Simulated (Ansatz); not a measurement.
**A correction line for MP2/def2-SVP: atomisation enthalpy at 298 K**

The atomisation enthalpy at 298 K in kJ/mol of 8 S-containing molecules: x at MP2/def2-SVP, y from tabulated heats of molecules and atoms (CRC Handbook of Chemistry and Physics). Shapes, held fixed at every level: PBE0-D4/def2-TZVP. Flexible molecules stand in one conformer, not always the lowest. Computed values hold a harmonic thermal term (PBE0-D4/def2-TZVP) and the atoms' spin-orbit lowering. Programs: Ansatz 0.2.0.

| molecule | x (kJ/mol) | y (kJ/mol) |
| --- | --- | --- |
| C2H6OS (dimethyl sulfoxide) | 3148 | 3419 |
| C2H4N2S2 (dithiooxamide) | 3511 | 3722 |
| C3H6S3 (1,3,5-trithiane) | 3967 | 4210 |
| C4H6S (2,3-dihydrothiophene) | 4213 | 4362 |
| C3H8S2 (1,3-propanedithiol) | 4253 | 4478 |
| C4H10OS (diethyl sulfoxide) | 5440 | ? |
| C5H10S (cyclopentanethiol) | 5875 | 6089 |
| C5H10S (thiane) | 5882 | 6105 |

Problem. Fit y = c + s·x to the known rows and predict y for C4H10OS.

Solution. 
1. Means of the 7 rows: x = 4407.00, y = 4626.4.
2. Σ(Δx)² = 6973498, Σ(Δx·Δy) = 6915854, so the slope is 6915854/6973498 = 0.99173.
3. Intercept: 4626.4 − (0.99173) × 4407.00 = 255.8. The largest residual of the fit is 72.
4. C4H10OS: 255.8 + 0.99173 × 5440 = 5651 kJ/mol.

The tabulated heats give 5779 kJ/mol, so the prediction is off by -128 kJ/mol, more than the largest residual. Uncorrected, MP2/def2-SVP misses C4H10OS by -339 kJ/mol, and the other rows by 219 on average. The line removes about 60 % of this miss. Left out in turn, the other rows are missed by 34 kJ/mol on average, so the withheld one doesn't follow the line.

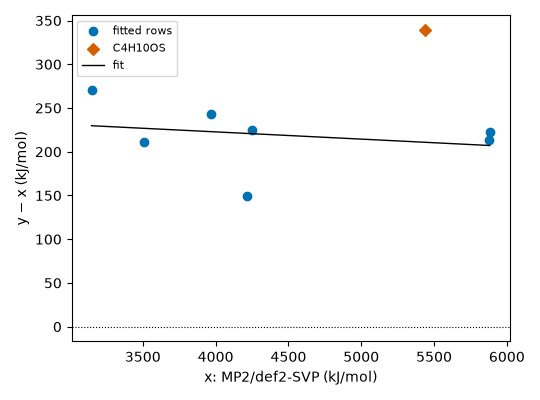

The correction y − x against x, with the fitted line and the withheld molecule.
